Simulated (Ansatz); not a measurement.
The compound is AgBr₂ (space group P-4m2, No. 115), taken as coordinates from a relaxation with DFT PBE, scalar-relativistic, plane waves, PAW in Ansatz; the starting structure was generated, so it need not be a known form of this composition.

```cif
data_structure
_symmetry_space_group_name_H-M 'P-4m2'
_symmetry_Int_Tables_number 115
_cell_length_a 4.0176
_cell_length_b 4.0176
_cell_length_c 6.2176
_cell_angle_alpha 90.000
_cell_angle_beta 90.000
_cell_angle_gamma 90.000
_cell_volume 100.36
loop_
_atom_site_label
_atom_site_type_symbol
_atom_site_symmetry_multiplicity
_atom_site_Wyckoff_symbol
_atom_site_fract_x
_atom_site_fract_y
_atom_site_fract_z
_atom_site_occupancy
Ag1 Ag 1 a 0.00000 0.00000 0.00000 1
Br1 Br 2 g 0.50000 0.00000 0.26759 1
```

Bonds are taken as Ag–Br below 2.9 Å. Atoms with one bond or none are removed and atoms with two bonds are replaced by edges, until no such atom is left.

Derive the underlying net.

The result is a uninodal 4-connected, two-periodic (layers) net: Ag is a 4-connected node. Br becomes part of the edges. It is the sql net, known from the square lattice. The layers lie parallel to (001).

```csv
node,links,point symbol,coordination sequence
Ag,4,4⁴·6²,4 8 12 16 20
```

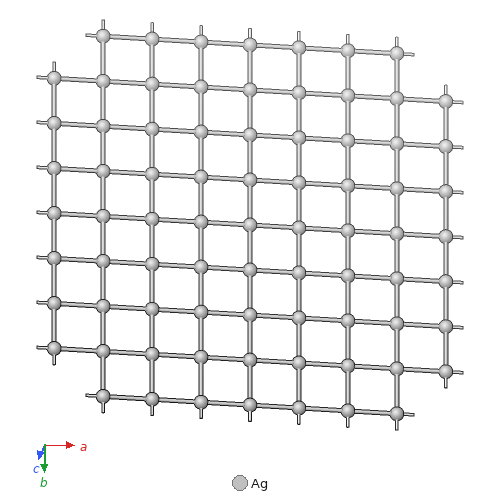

Nodes are coloured by element. One layer is drawn. Edges to nodes outside the piece are drawn as stubs.
